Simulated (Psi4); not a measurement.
Approach curve of the dimer N2 ··· HF (SMILES N#N and F). Monomers: optimised at B3LYP-D3(BJ) (def2-TZVP), held rigid. Orientation: a higher rigid-body minimum at GFN2-xTB. The monomers approach along the line of their centres of mass (distance R); nothing else relaxes.

Geometry at R = 3.16 Å (first 2 atoms: monomer A):
```
4

N      0.5455     0.0000     0.0000
N     -0.5455     0.0000     0.0000
F     -1.8534    -2.2658     1.2982
H     -1.8290    -1.4139     0.9400
```

- SAPT0/jun-cc-pVDZ, frozen core (Psi4)
- MP2/aug-cc-pVTZ = DF-MP2/aug-cc-pVTZ, frozen core, counterpoise-corrected (Psi4)
- BLYP/def2-TZVP, counterpoise-corrected (Psi4)
- PBE/def2-TZVP, counterpoise-corrected (Psi4)
- wB97X-D/def2-TZVP, counterpoise-corrected (Psi4)
- CCSD(T)/aug-cc-pVDZ = DF-CCSD(T)/aug-cc-pVDZ, frozen core, counterpoise-corrected (Psi4)

Cost and agreement with CCSD(T)/aug-cc-pVDZ over the 12 points of the scan, with CCSD(T)/aug-cc-pVDZ as yardstick. Costs are rough ratios of core time within Psi4 on shared cores, each with its mean field (Kohn-Sham runs search longer for lower solutions than correlated ones do); the miss is the largest difference from CCSD(T) of the interaction energy, in kcal/mol.

Q: Which is the cheapest of these levels that stays within 1.5 kcal/mol of CCSD(T)/aug-cc-pVDZ?

A: SAPT0/jun-cc-pVDZ.

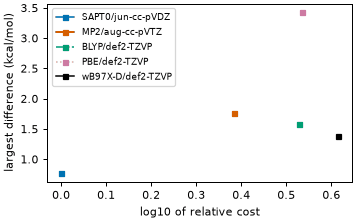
Figure. Miss against cost, one point a level.

```tsv
level	relative cost	largest difference
SAPT0/jun-cc-pVDZ	1	0.76
MP2/aug-cc-pVTZ	2	1.76
BLYP/def2-TZVP	3	1.58
PBE/def2-TZVP	3	3.44
wB97X-D/def2-TZVP	4	1.37
```

Costs within a factor of two of each other count as equal.
